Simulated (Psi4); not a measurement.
## N₂O: geometry relaxation (part 4 of 4)

Continued. System: N₂O, SMILES N#[N+][O-]. Method: CAM-B3LYP/aug-cc-pVDZ, RKS (Psi4 1.11). The geometry comes from this level: PBE0-D4/def2-TZVP.

Geometry of the input (Å):
```
N  -0.5117  1.0013  -0.1679
N  -0.0084  0.0165  -0.0028
O  0.5201  -1.0178  0.1707
```

What the program printed, continued
```
	 - Coordinate -           - BOHR/RAD -       - ANG/DEG -
	 R(1,2)           =         2.126897           1.125506
	 R(2,3)           =         2.242374           1.186613
	 L(1,2,3)         =         3.141593         180.000009
	 l(1,2,3)         =         3.141594         180.000060

	        --- Internal Coordinate Step in ANG or DEG, aJ/ANG or AJ/DEG ---
	-------------------------------------------------------------------------------
	           Coordinate      Previous         Force          Change          New
	           ----------      --------        ------          ------        ------
	               R(1,2)       1.12551       -0.00001       -0.00000       1.12550
	               R(2,3)       1.18661        0.00004        0.00000       1.18662
	             L(1,2,3)     180.00001       -0.00000       -0.00001     180.00000
	             l(1,2,3)     180.00006       -0.00000       -0.00004     180.00002
	-------------------------------------------------------------------------------

	                                 ==> Convergence Check <==

	Measures of convergence in internal coordinates in au.

	Criteria marked as inactive (o), active & met (*), and active & unmet ( ).

	----------------------------------------------------------------------------------------------
	   Step    Total Energy     Delta E     Max Force     RMS Force      Max Disp      RMS Disp
	----------------------------------------------------------------------------------------------
	  Convergence Criteria              o    1.50e-05 *    1.00e-05 *    6.00e-05 *    4.00e-05 *
	----------------------------------------------------------------------------------------------
	     5    -184.62106833   -1.62e-08 o    4.59e-06 *    2.47e-06 *    5.61e-06 *    2.96e-06 *  ~
	----------------------------------------------------------------------------------------------

Next Geometry in Ang
	Fragment 1 (Ang)

	    N   0.0000000880   0.0000005834   1.1986686233
	    N   0.0000000323   0.0000001900   0.0731639843
	    O  -0.0000001031  -0.0000006613  -1.1134519864

    Final optimized geometry and variables:
    Molecular point group: c1
    Full point group: C_inf_v

    Geometry (in Angstrom), charge = 0, multiplicity = 1:

    N            0.000000069102     0.000000449936     1.198668248364
    N            0.000000069102     0.000000449936     0.073162687206
    O           -0.000000120994    -0.000000787812    -1.113450314397

  Variable Map:
  ----------------------------------------------------------------------------
  "CURRENT ENERGY"              =>    -184.621068326896
  "CURRENT REFERENCE ENERGY"    =>    -184.621068326896
  "DD SOLVATION ENERGY"         =>       0.000000000000
  "DFT FUNCTIONAL TOTAL ENERGY" =>    -184.621068326896
  "DFT TOTAL ENERGY"            =>    -184.621068326896
  "DFT VV10 ENERGY"             =>       0.000000000000
  "DFT XC ENERGY"               =>     -16.405708682802
  "GRID ELECTRONS ALPHA"        =>      10.999999820600
  "GRID ELECTRONS BETA"         =>      10.999999820600
  "GRID ELECTRONS TOTAL"        =>      21.999999641199
  "NUCLEAR REPULSION ENERGY"    =>      60.828575197425
  "ONE-ELECTRON ENERGY"         =>    -370.839127209837
  "OPTIMIZATION ITERATIONS"     =>       5.000000000000
  "PCM POLARIZATION ENERGY"     =>       0.000000000000
  "PE ENERGY"                   =>       0.000000000000
  "SCF ITERATION ENERGY"        =>    -184.621068326896
  "SCF ITERATIONS"              =>       6.000000000000
  "SCF TOTAL ENERGY"            =>    -184.621068326896
  "TWO-ELECTRON ENERGY"         =>     141.795192368318
  "XC GRID RADIAL POINTS"       =>      75.000000000000
  "XC GRID SPHERICAL POINTS"    =>     302.000000000000
  "XC GRID TOTAL POINTS"        =>   66520.000000000000

  Array Variable Map:
  ----------------------------------------------------------------------------
  "CURRENT DIPOLE"              =>       0.000000047102 ... 0.070742415389 1 by 3
  "CURRENT GRADIENT"            =>      -0.000000011958 ... 0.000005170864 3 by 3
  "DFT TOTAL GRADIENT"          =>      -0.000000011958 ... 0.000005170864 3 by 3
  "SCF DIPOLE"                  =>       0.000000047102 ... 0.070742415389 1 by 3
  "SCF TOTAL ENERGIES"          =>    -184.621053611646 ... -184.621068326896 1 by 7
  "SCF TOTAL GRADIENT"          =>      -0.000000011958 ... 0.000005170864 3 by 3

    Psi4 run time: 0:00:44.09

[set-up sections that repeat, and orbital energies of the middle runs, are left out above]
```

Trajectory as extended XYZ (Å, eV, eV/Å), 5 frames, from step=0 to step=4
```
3
Properties=species:S:1:pos:R:3:forces:R:3 step=0 energy=-5023.78479
N    -0.5117    1.0013   -0.1679   -0.4876   0.9548  -0.1604
N    -0.0084    0.0165   -0.0028    0.0011  -0.0033   0.0011
O     0.5201   -1.0178    0.1707    0.4865  -0.9516   0.1593
3
Properties=species:S:1:pos:R:3:forces:R:3 step=1 energy=-5023.79486
N    -0.5154    1.0085   -0.1691   -0.0290   0.0568  -0.0097
N    -0.0090    0.0175   -0.0030   -0.0756   0.1479  -0.0245
O     0.5238   -1.0250    0.1719    0.1046  -0.2047   0.0342
3
Properties=species:S:1:pos:R:3:forces:R:3 step=2 energy=-5023.79519
N    -0.5160    1.0096   -0.1693    0.0125  -0.0245   0.0041
N    -0.0093    0.0182   -0.0030   -0.0270   0.0529  -0.0088
O     0.5246   -1.0265    0.1721    0.0145  -0.0284   0.0047
3
Properties=species:S:1:pos:R:3:forces:R:3 step=3 energy=-5023.79520
N    -0.5160    1.0096   -0.1693    0.0033  -0.0064   0.0011
N    -0.0094    0.0183   -0.0031   -0.0058   0.0114  -0.0019
O     0.5247   -1.0267    0.1721    0.0026  -0.0050   0.0008
3
Properties=species:S:1:pos:R:3:forces:R:3 step=4 energy=-5023.79520
N    -0.5160    1.0096   -0.1693    0.0001  -0.0001   0.0000
N    -0.0094    0.0184   -0.0031   -0.0001   0.0003   0.0000
O     0.5247   -1.0267    0.1721    0.0001  -0.0002   0.0000
```

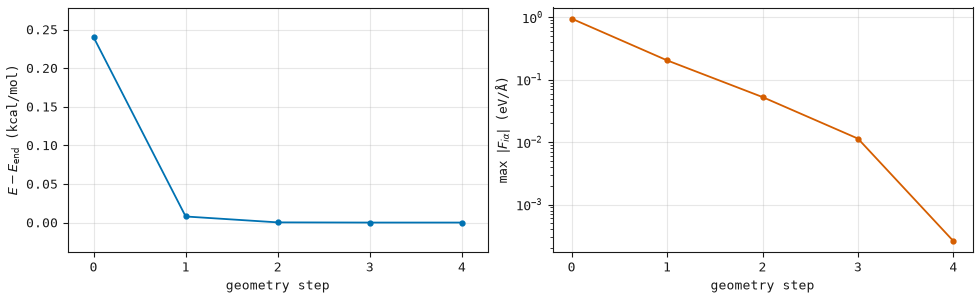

Progress of the relaxation, step by step (steps are counted from 0). The energy falls by 0.24 kcal/mol in 4 geometry steps. The largest force component goes from 0.95 to 0.00026 eV/Å. The atom that moves furthest after the best rigid fit is O3 (0.011 Å). By element the largest moves are O 0.011 Å, N 0.009 Å. Distances before and after: N2–O3 1.174 → 1.187 Å, N1–N2 1.118 → 1.126 Å. (Atoms are counted from 1 in the order of the input.)

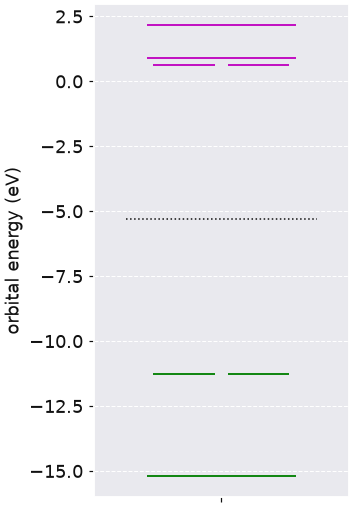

Orbital energies near the frontier; the dotted line parts filled from empty levels, and levels within 0.02 eV of each other stand side by side. Highest filled −11.26 eV, lowest empty 0.62 eV, 11.88 eV apart.

Key numbers

| quantity | value |
| --- | --- |
| outcome | converged |
| total energy | −184.621068 hartree |
| basis functions | 69 |
| HOMO | −11.26 eV |
| LUMO | 0.62 eV |
| dipole moment | 0.18 D |
| wall time | 46 s |
| peak memory | 0.46 GiB |
